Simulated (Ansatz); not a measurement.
AsH₈NSSi

```xyz
12

Si   -0.2385   -0.5212    0.1552
S     1.5287    0.4095    1.4022
H    -1.1789    0.4904    0.7292
H     0.8714   -1.2576   -0.5296
N    -1.2536   -1.8682    0.3764
H     1.0252    0.9616   -0.0460
As    0.0480    1.1857   -1.7441
H     0.8455    1.3996    2.0022
H    -2.1590   -1.8117    0.8134
H    -1.0038   -2.8014    0.0922
H    -0.0012    2.5709   -1.1218
H     1.5162    1.2426   -2.1296
```

A transition-state structure; geometry: PBE0-D4/def2-TZVP.

Level of theory: RKS PBE0-D4/def2-TZVPP (Ansatz 0.2.0).

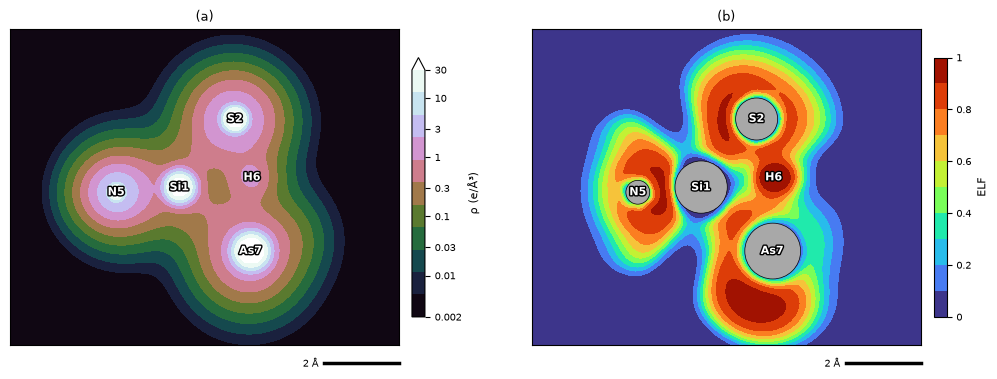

Figure 1. (a) electron density; (b) electron localisation function on the plane of atoms N5, Si1 and As7. Grey discs cover the atomic cores in the ELF map.

Describe what can be read from this map.

Answer. The section cuts through Si, S, N, H and As sites.
Si–N (1.70 Å): ρ is about 1.2 e/Å³ halfway; the ELF peaks at about 0.90 between the atoms, as expected for a shared but strongly polarised pair.
Si–S (2.35 Å): the density is about 0.55 e/Å³ at the midpoint, with its minimum of 0.43 e/Å³ about 0.9 Å from Si; the ELF peaks at about 0.85 between the atoms (a covalent bond).
Si–As (2.57 Å): ρ is about 0.44 e/Å³ halfway, with its minimum of 0.39 e/Å³ about 1.0 Å from Si; the ELF peaks at about 0.85 between the atoms (localised, covalent bonding).
The ELF also peaks beside S2, away from the bonds: lone-pair regions.

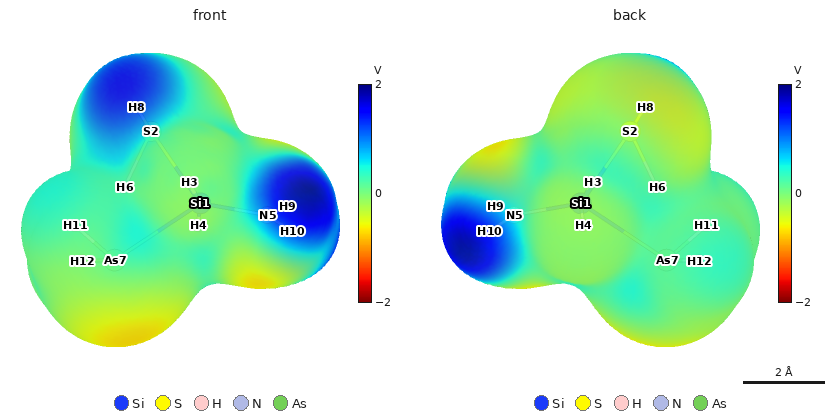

Figure 2. The electrostatic potential painted on the density surface at 0.002 e/bohr³, seen from the front and from behind; red is negative and blue positive.

Describe the electrostatic potential map.

Answer. The most negative region (about −0.7 V) lies over N5 and As7, the most positive (about +1.8 V) over H9 and H10.

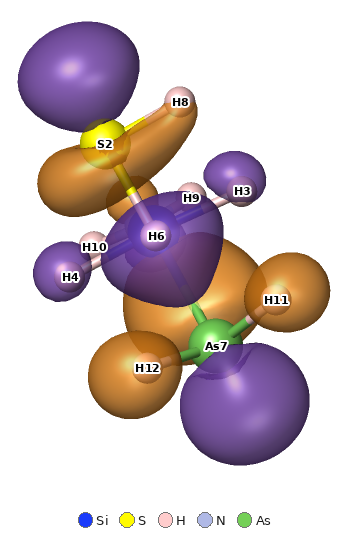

Figure 3. The LUMO at ±0.1 Å⁻³ᐟ² (orange and purple are the two phases), seen at an oblique angle.

Describe this orbital and give its energy.

Answer. Its weight (Hirshfeld) is mainly on S2 (about 25 %), As7 (about 25 %), Si1 (about 15 %), H6 (about 10 %) and H12 (about 5 %). Its energy is −0.34 eV.

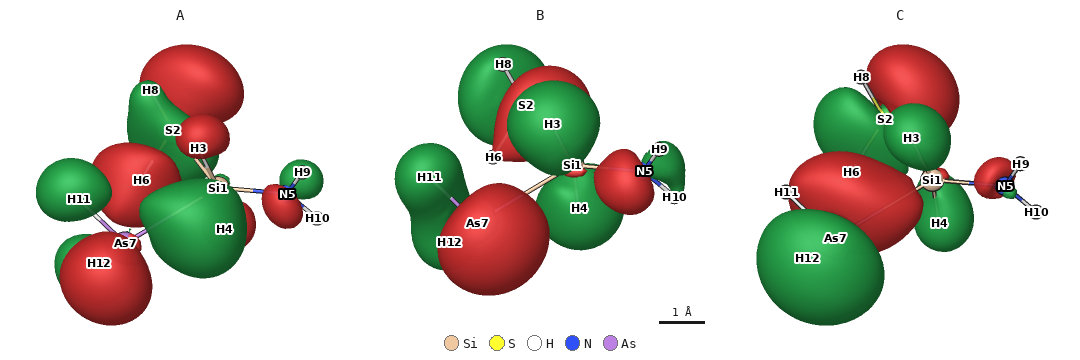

Figure 4. Three frontier orbitals at ±0.08 Å⁻³ᐟ² (green and red are the two phases), in no order.

Order the three orbitals by energy and name them.

Answer. B is the HOMO−1 (−7.46 eV). By Hirshfeld shares it lies mainly on As7 (about 25 %), S2 (about 25 %), Si1 (about 15 %), H3 (about 10 %) and H4 (about 10 %). C is the HOMO (−6.18 eV). Its weight (Hirshfeld) is mainly on As7 (about 45 %), S2 (about 30 %) and Si1 (about 10 %). A is the LUMO (−0.34 eV). It lies mainly on S2 (about 25 %), As7 (about 25 %), Si1 (about 15 %), H6 (about 10 %) and H12 (about 5 %).

What is the HOMO–LUMO gap?

Answer. 5.84 eV between the orbital energies.
